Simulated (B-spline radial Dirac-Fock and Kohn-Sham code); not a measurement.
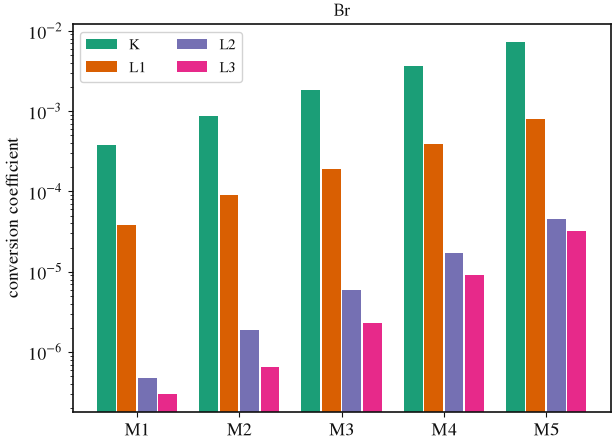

Internal conversion coefficients by shell for magnetic multipoles at a transition energy of 1000 keV (K and L shells). It refers to bromine (Z = 35). Level of theory: a Dirac–Hartree–Slater potential of the neutral atom, no hole, surface-current nucleus; calculated with a radial B-spline solver.

How does the sum of the shells shown change with multipole order?

Answer. From 4.16 × 10⁻⁴ for M1 to 0.00820 for M5.

What are the L1 : L2 : L3 ratios for M2?

Answer. 139 : 2.87 : 1.
